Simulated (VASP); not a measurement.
Band structure of CdSe (zinc blende). Method: revTPSS meta-GGA, VASP's PBE PAW potentials (set 64) (plane waves; VASP 6.6.1).

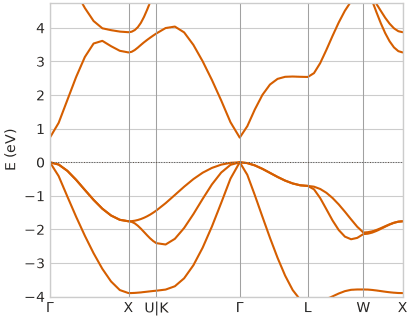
Fig. 1. Bands along high-symmetry lines, zero at the valence-band maximum or, without a gap, the Fermi level

Question: Read the plot: is there a gap, and where are the band edges?

Answer: The gap is direct, 0.73 eV, from the valence maximum at Γ to the conduction minimum at Γ.

The compound is CdSe in the zinc blende structure, whereas wurtzite is the usual form. It was relaxed first, which changed the volume by +5 %.
